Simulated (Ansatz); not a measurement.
# W2N monolayer under uniaxial strain along a, the zigzag direction, with the width clamped

Wanted: the shifts of the zone-centre modes of W2N monolayer with strain.

Program: Ansatz 0.2.0. Level of theory: DFT PBE, scalar-relativistic, plane waves, PAW; PAW set soft_1. Results are calculated unless marked as measured.

## 1. The structure

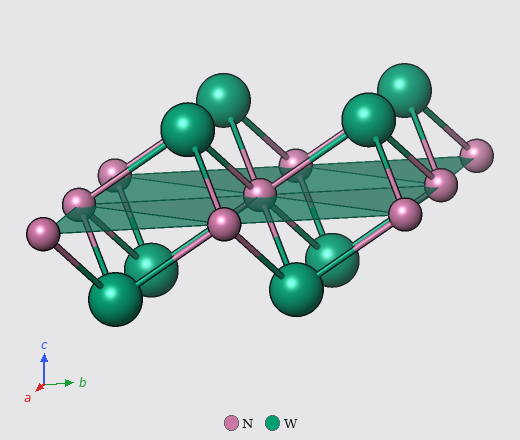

The starting structure, seen slightly off an axis (nitrogen pink, tungsten teal). 2×2×1 cells are drawn. Some periodic images of atoms are drawn too.

The cell holds 3 atoms: 1 N and 2 W. Its edges and angles: a = 2.900 Å, b = 2.900 Å, c = 28.600 Å, α = 90.0°, β = 90.0°, γ = 120.0°. Vacuum lies along c. The height across the vacuum is the one that the program set for its solve, not the one typed.

## 2. A rough relaxation first

A rough relaxation comes first, because large forces or stress need no tight tolerances yet. The program lengthens the typed cell of 20.0 Å along the normal to 28.6 Å, as its cut-off of the electrostatics needs, and moves no atom.

input.yaml reads:

```yaml
crystal:
  lattice:
    - [2.9, 0.0, 0.0]
    - [-1.45, 2.51147, 0.0]
    - [0.0, 0.0, 20.0]
  atoms:
    - { symbol: "N", position: [0.0, 0.0, 0.5] }
    - { symbol: W, position: [0.333333, 0.666667, 0.56] }
    - { symbol: W, position: [0.666667, 0.333333, 0.44] }
  periodic: [true, true, false]
kpoints:
  mp_grid: { grid: [9, 9, 1] }
hamiltonian:
  xc: pbe
  pseudopotentials: { kind: paw, azcp: { folder: soft_1 } }
scf:
  occupations: { method: gaussian, width: 0.1 }
output:
  forces: true
  stress: true
  eigenvalues: true
relax:
  adjacent_minimum: "off"
  f_tol: 0.05
  max_steps: 80
  cell: { stress_2d_tol: 0.02 }
```

Started as:

```bash
> ansatz run input.yaml --threads 4 --pin off --max-ram 16384MiB --backend cpu --events-out ev --progress --plain --runs-dir out
```

Numbers of over 12 decimals in the logs are rounded to 6 here.

Log:

```text
[...]
F+E_penalty+E_count = -21152.98171008 eV   max|allowed force component| = 9.214e-5 eV/Å   (the final SCF, on the basis selected at the relaxed cell)
  cell:  # Å, volume = 191.9412 Å³
    - [2.783785, 0, 0]
    - [-1.391893, 2.410829, 0]
    - [0, 0, 28.6]
  atoms:
    - { symbol: N, position: [0, 0, 0.349650] }
    - { symbol: W, position: [0.333333, 0.666667, 0.400292] }
    - { symbol: W, position: [0.666667, 0.333333, 0.299008] }
[key lines of the parts left out:]
SCF converged after 5 iterations
Free energy (F): -21152.981710 eV
Fermi energy:    -5.353171 eV
P = ½ c Tr σ = -0.0009 N/m
```

Run time: 13 s. Hardware: 4 threads of Arm Neoverse V1, shared host; peak memory 0.39 GiB.

This run has no spin polarisation although its electron count is odd.

Relaxation path:

```tsv
step	energy less that of the first step (eV)	largest force component (eV/Å)	volume (Å³)
1	0.0000	2.7524	208.30
2	-0.5250	0.9738	196.66
3	-0.5564	0.0334	185.27
4	-0.6008	0.1105	192.59
5	-0.6021	0.0090	192.01
6	-0.6021	0.0001	192.00
7*	-0.5994	0.0006	192.00
8	-0.5994	0.0001	191.94
9*	-0.5994	0.0001	191.94
```

Relaxation steps marked * repeat the geometry before them on a plane-wave basis chosen anew for their cell, so energy and pressure can jump there.

Forces are held to the 12 operations that the run works with; a distortion that breaks them can't arise in this run.

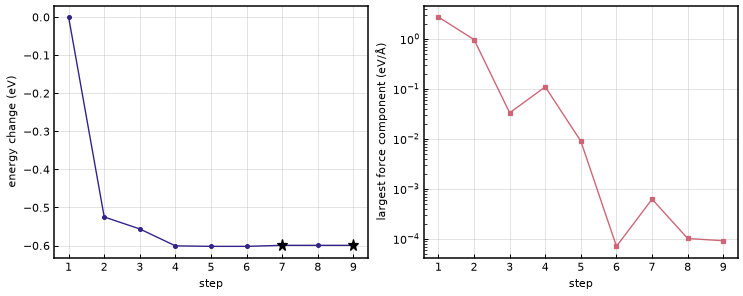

Energy and largest force along the relaxation. Stars mark steps on a basis chosen anew.

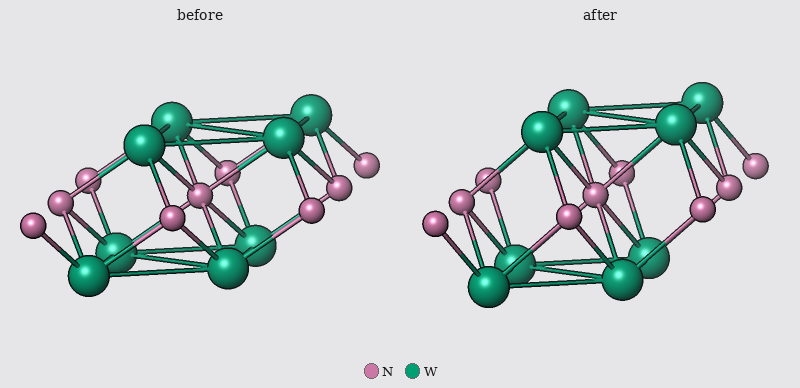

Before and after, at one scale.

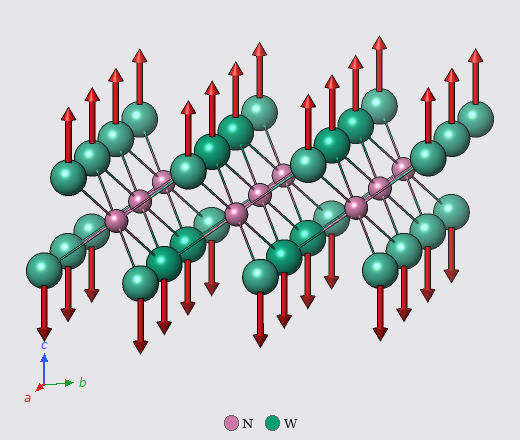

Displacements in the relaxation, exaggerated, measured against the changing cell; the longest in the cell stands for 0.25 Å. 2×2×1 cells are drawn. Some periodic images of atoms are drawn too.

```tsv
cell as run	before	after	change
a (Å)	2.900	2.784	-4.0 %
b (Å)	2.900	2.784	-4.0 %
```

The atoms that moved most (Å, along periodic axes as changes of fractional coordinates times the final cell, across vacuum about the mean position):

```tsv
atom	dx	dy	dz	length
W2	0.000	0.000	0.248	0.248
W3	0.000	0.000	-0.248	0.248
```

The relaxed structure:

```xyz
3
Lattice="2.7838 0.0000 0.0000 -1.3919 2.4108 0.0000 0.0000 0.0000 28.6000" Properties=species:S:1:pos:R:3
N     0.0000    0.0000   10.0000
W     0.0000    1.6072   11.4484
W     1.3919    0.8036    8.5516
```

This step gave:

```yaml
gap_on_the_k_mesh: 0 eV
area_per_atom: 2.237 Å²
```

The relaxation ends with a largest force component of 9.2e-5 eV/Å.

## 3. Relaxation

The cell and atoms are relaxed, since residual forces and stress would shift the frequencies.

input.yaml, the sections that differ from step 2:

```yaml
crystal:
  lattice:
    - [2.783785406, 0.0, 0.0]
    - [-1.391892703, 2.4108288803, 0.0]
    - [0.0, 0.0, 28.6]
  atoms:
    - { symbol: "N", position: [0.0, 0.0, 0.3496503497] }
    - { symbol: W, position: [0.3333333333, 0.6666666667, 0.4002922194] }
    - { symbol: W, position: [0.6666666667, 0.3333333333, 0.2990084799] }
  periodic: [true, true, false]
kpoints:
  mp_grid: { grid: [18, 18, 1] }
relax:
  adjacent_minimum: "off"
  f_tol: 0.005
  max_steps: 80
  cell: { stress_2d_tol: 0.02 }
# hamiltonian, scf, output: as in step 2
```

Log:

```text
[...]
Crystal: 3 atoms, lattice volume = 191.941 Å³
Basis set: ecut = 420 eV, 3803 PW (Γ), exchange–correlation on 40×40×384 points (8 copies of the dense FFT grid, shifted against one another)
Bands: 21, of which v1, the nominal top of the filled ones, is band 17 counted from 1 (16 counted from 0)
Symmetry: 12 space group operations
[...]
k-points: 37 of 324
[...]
k-point 36: bands = [... 13 lower, -6.9134, -6.9134, -6.6538, -4.6458, -4.6458, -2.9955, -2.9955, -2.2901]
--- Relaxed structure (4 steps of the walk, 4 accepted, 1 SCFs on fresh bases) ---
[...]
cell:  # Å, volume = 191.3605 Å³
    - [2.779572, 0.0, 0]
    - [-1.389786, 2.407180, 0]
    - [0, 0, 28.6]
  atoms:
    - { symbol: N, position: [0, 0, 0.349650] }
    - { symbol: W, position: [0.333333, 0.666667, 0.400557] }
    - { symbol: W, position: [0.666667, 0.333333, 0.298744] }
[key lines of the parts left out:]
SCF converged after 6 iterations
Free energy (F): -21152.970762 eV
Fermi energy:    -5.302076 eV
P = ½ c Tr σ = -0.0053 N/m
```

It took 16 s on 4 threads; peak memory 0.48 GiB.

Step by step:

```tsv
step	energy less that of the first step (eV)	largest force component (eV/Å)	volume (Å³)
1	0.0000	0.0637	191.94
2	-0.0007	0.0267	191.16
3	-0.0007	0.0332	191.47
4	-0.0008	0.0001	191.36
5*	-0.0006	0.0001	191.36
```

Relaxation steps marked * repeat the geometry before them on a plane-wave basis chosen anew for their cell, so energy and pressure can jump there.

Forces are held to the 12 operations that the run works with; a distortion that breaks them can't arise in this run.

```tsv
cell as run	before	after	change
a (Å)	2.784	2.780	-0.2 %
b (Å)	2.784	2.780	-0.2 %
```

The relaxed structure:

```cif
data_structure
_symmetry_space_group_name_H-M 'P 1'
_symmetry_Int_Tables_number 1
_cell_length_a 2.7796
_cell_length_b 2.7796
_cell_length_c 28.6000
_cell_angle_alpha 90.000
_cell_angle_beta 90.000
_cell_angle_gamma 120.000
_cell_volume 191.36
loop_
_atom_site_label
_atom_site_type_symbol
_atom_site_fract_x
_atom_site_fract_y
_atom_site_fract_z
_atom_site_occupancy
N1 N 0.00000 0.00000 0.34965 1
W2 W 0.33333 0.66667 0.40056 1
W3 W 0.66667 0.33333 0.29874 1
```

Numbers from this step:

| Item | Value |
| --- | --- |
| area per atom | 2.23 Å² |

The relaxation ends with a largest force component of 1.2e-4 eV/Å.

## 4. Tight relaxation

Phonons need small forces and stress, so the relaxation is finished with tight tolerances on 18×18×1 k points. The program lengthens the typed cell of 28.6 Å along the normal to 29.6 Å, as its cut-off of the electrostatics needs, and moves no atom.

input.yaml reads:

```yaml
crystal:
  lattice:
    - [2.7795716256, 0.0, 0.0]
    - [-1.3897858128, 2.4071796394, 0.0]
    - [0.0, 0.0, 28.6]
  atoms:
    - { symbol: "N", position: [0.0, 0.0, 0.3496503497] }
    - { symbol: W, position: [0.3333333333, 0.6666666667, 0.4005568739] }
    - { symbol: W, position: [0.6666666667, 0.3333333333, 0.2987438254] }
  periodic: [true, true, false]
kpoints:
  mp_grid: { grid: [18, 18, 1] }
hamiltonian:
  xc: pbe
  pseudopotentials: { kind: paw, azcp: { folder: soft_1 } }
scf:
  occupations: { method: methfessel_paxton, width: 0.2 }
output:
  forces: true
  stress: true
  eigenvalues: true
  write_density: true
  write_potential: true
  elf: true
  volumetric_format: npy
relax:
  adjacent_minimum: "off"
  f_tol: 0.001
  max_steps: 60
  cell: { stress_2d_tol: 0.002 }
```

Log:

```text
[...]
Crystal: 3 atoms, lattice volume = 198.210 Å³
Basis set: ecut = 420 eV, 3891 PW (Γ), exchange–correlation on 40×40×400 points (8 copies of the dense FFT grid, shifted against one another)
Bands: 21, of which v1, the nominal top of the filled ones, is band 17 counted from 1 (16 counted from 0)
Symmetry: 12 space group operations
[...]
k-point 36: bands = [... 13 lower, -6.9093, -6.9093, -6.6495, -4.6401, -4.6401, -2.9933, -2.9933, -2.2825]
--- Relaxed structure (4 steps of the walk, 4 accepted, 1 SCFs on fresh bases) ---
[...]
cell:  # Å, volume = 198.2246 Å³
    - [2.779674, 0, 0]
    - [-1.389837, 2.407268, 0]
    - [0, 0, 29.6237063742]
  atoms:
    - { symbol: N, position: [0, 0, 0.337567] }
    - { symbol: W, position: [0.333333, 0.666667, 0.386700] }
    - { symbol: W, position: [0.666667, 0.333333, 0.288435] }
[key lines of the parts left out:]
SCF converged after 6 iterations
Free energy (F): -21152.964864 eV
Fermi energy:    -5.300290 eV
P = ½ c Tr σ = 0.0002 N/m
```

Wall time 17 s (4 threads); peak memory 0.49 GiB; 64 s of CPU time.

Little changed from the start: no atom moved by 0.005 Å and no cell edge by 0.1 %.

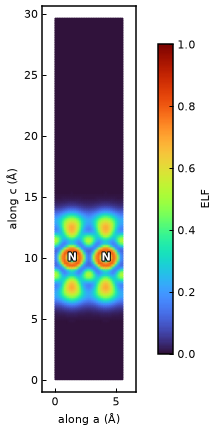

ELF in the ac plane at fractional y = 0.000, with atoms of N within 0.2 Å of it. It is the smooth field of the valence electrons, not physical close to the nuclei. The map starts off the cell's origin, so that atoms lie inside it.

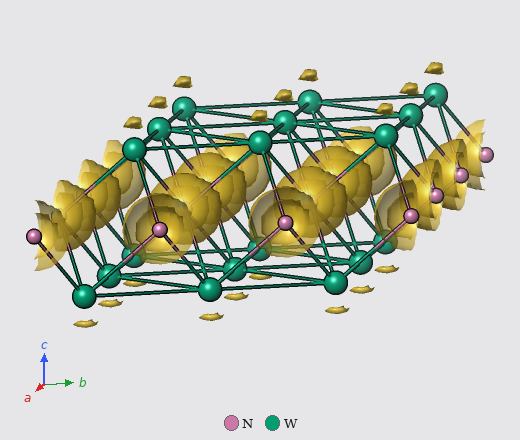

Surface of ELF = 0.73. 3×3×1 cells are drawn.

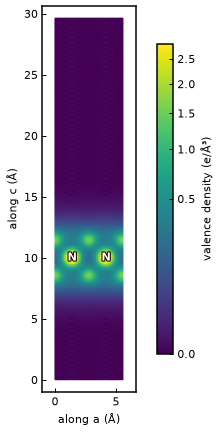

Valence density in the ac plane at fractional y = 0.000, with atoms of N within 0.2 Å of it. It is the smooth field of the valence electrons, not physical close to the nuclei. The map starts off the cell's origin, so that atoms lie inside it. The colour scale is stretched toward low values.

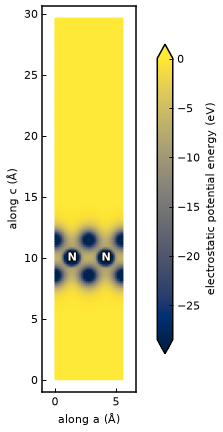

Electrostatic potential energy in the ac plane at fractional y = 0.000, with atoms of N within 0.2 Å of it. With pseudopotentials it is smooth inside the atoms' cores, unlike the true potential. The map starts off the cell's origin, so that atoms lie inside it.

The largest force component left is 0.018 meV/Å, within the tolerances set.

## 5. Modes at rest

The force constants come from the linear response of the density to a displacement.

The modes at rest are the reference of the series.

input.yaml, the sections that differ from step 4:

```yaml
crystal:
  lattice:
    - [2.7796736243, 0.0, 0.0]
    - [-1.3898368121, 2.4072679729, 0.0]
    - [0.0, 0.0, 29.6237063742]
  atoms:
    - { symbol: "N", position: [0.0, 0.0, 0.3375674831] }
    - { symbol: W, position: [0.3333333333, 0.6666666667, 0.3866995686] }
    - { symbol: W, position: [0.6666666667, 0.3333333333, 0.2884353976] }
  periodic: [true, true, false]
output:
  eigenvalues: true
phonons:
  method: dfpt
# kpoints, hamiltonian, scf: as in step 4
# relax: removed
```

Log:

```text
Warning: crystal.symmetry: narrowed to the stabiliser of the run's FFT grids — unitary ops 12 → 6. A phonons.method: dfpt run fills in the rows of the dynamical matrix that it does not solve by its symmetry operations, which is exact only for operations that map its FFT grids onto themselves: filled in by any other, the frequencies could depend on the order in which like atoms are typed, or, by more than the grids' own error, on where the crystal sits among the grids' points. Excluded: 6 operations. The run can therefore solve more perturbations, solve them on more k-points, or both, and cost more. [rest of the remark cut]
[...]
Crystal: 3 atoms, lattice volume = 198.225 Å³
Basis set: ecut = 420 eV, 3891 PW (Γ), exchange–correlation on 40×40×400 points (8 copies of the dense FFT grid, shifted against one another)
Bands: 21, of which v1, the nominal top of the filled ones, is band 17 counted from 1 (16 counted from 0)
Symmetry: 12 space group operations
k-points: 91 of 324 (irreducible under 2 space group operations, time reversal used)
[...]
SCF iter   1: F=—  HF=-21154.823025 eV  |F-HF|=—  |Δ(HF+E_count)|=         —  Δρ=5.46e-2  dr2=7.90e0  ethr=3.10e-3  ⟨swp⟩=11.7  Hψ=15853  notcnv=0
[...]
SCF iter  12: F=-21152.964864 eV  HF=-21152.964864 eV  |F-HF|=3.64e-12  |Δ(HF+E_count)|=  2.51e-10  S|Δr|=    0.00e0  Δρ=3.71e-8  dr2=2.47e-12  ethr=1.00e-12  ⟨swp⟩=15.4  Hψ=16212  notcnv=0
SCF 1 converged in 12 iterations: F = -21152.964864 eV  dr2 = 2.47e-12
[...]
DFPT response loops at Γ: preconditioner auto → none (partly filled bands, converged f_vac=0.740); β = 0.50; Broyden in place of MSR1
SCF converged after 12 iterations
[...]
Free energy (F): -21152.964864 eV
[...]
Internal energy: -21152.966404 eV  (E = F + TS)
E sigma→0 (E₀):  -21152.965249 eV
Entropy (-TS):   0.001540 eV (0.513 meV/atom)
Fermi energy:    -5.300291 eV
[...]
--- Band table (eV; the first three rows and the last of 91) ---
  k-point 0: bands = [... 13 lower, -6.7051, -6.5628, -6.4336, -6.3027, -6.3027, -4.6199, -4.6199, -3.6163]
  k-point 1: bands = [... 13 lower, -6.9599, -6.6114, -6.5493, -6.1826, -6.0245, -4.7679, -4.6501, -3.5403]
  k-point 2: bands = [... 13 lower, -7.5378, -6.7432, -6.4376, -5.8270, -5.8197, -4.9958, -4.6501, -3.4021]
  k-point 90: bands = [... 13 lower, -7.2748, -7.0760, -6.6307, -5.1348, -4.0690, -3.6163, -2.2385, -2.0012]
--- Phonons (Γ-DFPT): 6 representative perturbations + reference, on 91 of 324 k-points (Σ response iterations 33) ---
  ASR residual: 7.946e-5 → 0.000e0 eV/Å²; symmetrization residual: 1.118e-5 eV/Å²
  The last average, over the group as it would stand without the narrowing to the FFT grids, took up to 6.837e-7 eV/Å² of the zone centre's force constants
  ASR residual per site (eV/Å²): 7.95e-5 4.88e-5 4.75e-5
  Γ frequencies (cm⁻¹): 0.00 0.00 0.00 88.10 88.10 147.13 305.55 305.55 573.85
  non-analytic LO–TO correction: not included (Born effective charges unavailable; polar crystals: no LO–TO splitting at Γ)
```

It took 91 s on 4 threads; peak memory 1.3 GiB.

This step gave:

```yaml
sum_rule_residual_before_enforcement: 7.95e-5 eV/Å²
point_group: -3m
highest_optical_mode_at_the_zone_centre_no_lo_to_term: 573.9 cm⁻¹
lowest_optical_zone_centre_mode: 88.1 cm⁻¹
```

Patterns of degenerate modes are one choice out of their space. Modes at Γ, with each element's share of the kinetic energy:

```tsv
mode	frequency (cm⁻¹)	symmetry	N %	W %
1	0.0	acoustic	4	96
2	0.0	acoustic	4	96
3	0.0	acoustic	4	96
4	88.1	Eg	0	100
5	88.1	Eg	0	100
6	147.1	A1g	0	100
7	305.6	Eu	96	4
8	305.6	Eu	96	4
9	573.9	A2u	96	4
```

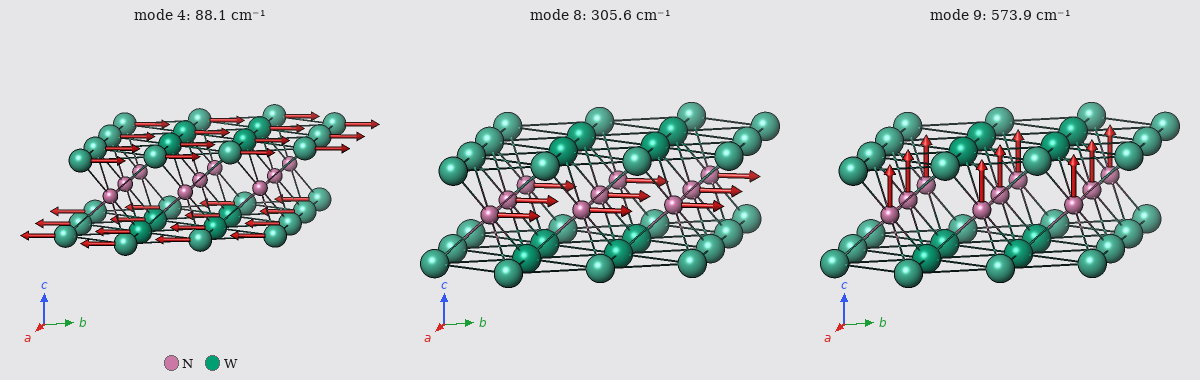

Displacement patterns of modes 4, 8 and 9 at Γ; arrows are exaggerated. 2×2×1 cells are drawn. Some periodic images of atoms are drawn too.

Before it was imposed, the acoustic sum rule was missed by 7.9e-5 eV/Å². Small misses are needed for a sound result but don't prove that mesh and cutoff are converged. The lowest optical mode is real, 88.1 cm⁻¹.

## 6. Relaxation of a member: uniaxial strain of +5 % along a, the zigzag direction, with the width clamped

The cell takes a uniaxial strain of +5 % along a, the zigzag direction, with the width clamped. The cell is held, and the atoms relax in it.

input.yaml, the sections that differ from step 5:

```yaml
crystal:
  lattice:
    - [2.9186573053, 0.0, 0.0]
    - [-1.4593286527, 2.4072679729, 0.0]
    - [0.0, 0.0, 29.6237063742]
  atoms:
    - { symbol: "N", position: [0.0, 0.0, 0.3375674831] }
    - { symbol: W, position: [0.3387147543, 0.6774295086, 0.3850806675] }
    - { symbol: W, position: [0.6612852457, 0.3225704914, 0.2900542987] }
  periodic: [true, true, false]
output:
  forces: true
  stress: true
  eigenvalues: true
relax:
  adjacent_minimum: "off"
  f_tol: 0.001
  max_steps: 60
# kpoints, hamiltonian, scf: as in step 5
# phonons: removed
```

Log:

```text
[...]
--- Relaxed structure (5 steps of the walk, 5 accepted, 0 SCFs on fresh bases) ---
  F+E_penalty+E_count = -21152.86256032 eV   max|allowed force component| = 4.010e-4 eV/Å
  cell:  # Å, volume = 208.1359 Å³
    - [2.9186573053, 3.0310926134958984e-11, 0.0]
    - [-1.459328652675, 2.407268, 0.0]
    - [0.0, 0.0, 29.6237063742]
  atoms:
    - { symbol: N, position: [0, 0, 0.337567] }
    - { symbol: W, position: [0.340912, 0.681825, 0.384652] }
    - { symbol: W, position: [0.659088, 0.318175, 0.290483] }
[key lines of the parts left out:]
SCF converged after 3 iterations
Free energy (F): -21152.862560 eV
Fermi energy:    -5.190287 eV
P = ½ c Tr σ = -6.2465 N/m
```

Wall time 34 s (4 threads); peak memory 0.62 GiB; 2.2 min of CPU time.

The steps of the relaxation:

```tsv
step	energy less that of the first step (eV)	largest force component (eV/Å)
1	0.0000	0.1562
2	-0.0022	0.0275
3	-0.0024	0.0106
4	-0.0024	0.0004
5	-0.0024	0.0004
```

The run keeps the 4 symmetry operations that it works with, so distortions that break them were not tested.

The atoms that moved most (Å):

```tsv
atom	dx	dy	dz	length
W3	0.000	-0.011	0.013	0.017
W2	0.000	0.011	-0.013	0.017
```

Final coordinates:

```
N W
1.0
     2.91866    0.00000    0.00000
    -1.45933    2.40727    0.00000
     0.00000    0.00000   29.62371
N W
1 2
Cartesian
  0.0000 0.0000 10.0000
  0.0000 1.6413 11.3948
  1.4593 0.7659 8.6052
```

Numbers from this step:

* area per atom: 2.342 Å²

The largest force component left is 0.40 meV/Å.

(Continued in part 2 of 2.)

[Logs are printed without paths, hosts, clocks, repeated set-up lines and the standing remarks that a program may print on its own settings, such as how far it seeks lower states.]

[Hosts, paths, dates, database ids (printed as entryN), source tags and the programs' standing remarks are cut or masked in the printed files.]
